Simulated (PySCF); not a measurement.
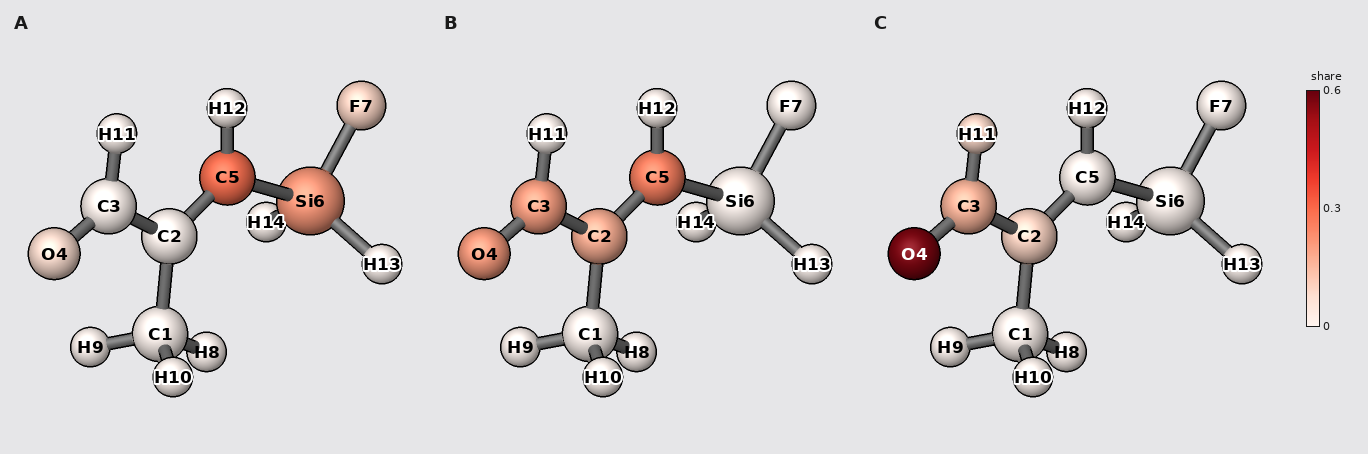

Each panel colours the atoms by their Löwdin share in one orbital (up to four of the largest shares; other atoms are shown as zero). The geometry was computed by an optimisation with GFN2-xTB. No frequency run is at hand to confirm it as a minimum. Method: ωB97X-D/def2-SVPD (PySCF 2.14.0).

### The panels show the HOMO−2, HOMO, LUMO, in some order. Which is which?

A: HOMO−2, −11.83 eV; C5 0.29, Si6 0.21, F7 0.09, O4 0.08
B: LUMO, −0.56 eV; C5 0.26, O4 0.20, C3 0.20, C2 0.17
C: HOMO, −9.75 eV; O4 0.57, C3 0.16, C2 0.10, H11 0.09

The geometry is semi-empirical. Around Si such bond lengths and angles can be off by a tenth of an ångström or more and by several degrees, and values that hang on the shape move with them.
